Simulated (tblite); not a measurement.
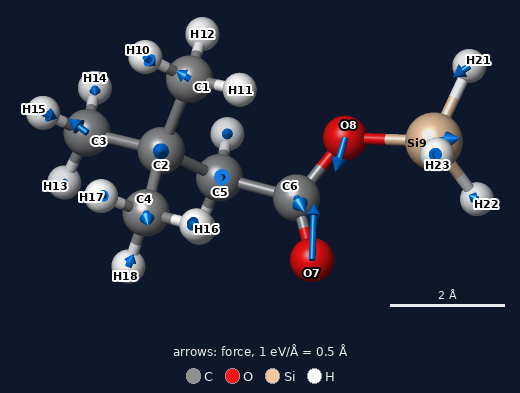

Starting geometry of C6H14O2Si with the computed forces as blue arrows. A ball-and-stick model, seen face on.

All numbers below come from GFN2-xTB geometry optimisation, gas phase in tblite 0.8.0. 

Question: What follows when this structure is relaxed?

Answer: It isn't relaxed: the largest force vector, on an O atom, is 2.13 eV/Å. The final displacements have little in common with the starting forces (cosine between the two patterns 0.17). After 114 geometry steps the energy has fallen by 23.5 kJ/mol. An H atom moves most after the best rigid fit: 0.39 Å. Largest moves by element: H 0.39 Å, O 0.33 Å, C 0.15 Å, Si 0.09 Å. Among the contacts that change: C–O 1.365 → 1.328 Å, H–Si 1.490 → 1.456 Å, C–H 1.107 → 1.088 Å, C–O 1.222 → 1.204 Å. Bond angles that change, for instance: O–Si–H 108.0° → 97.8°, H–Si–H 107.3° → 113.4°, H–Si–H 108.3° → 114.3°. The run took 1.6 s on 1 thread of Arm Neoverse N1 (shared host).
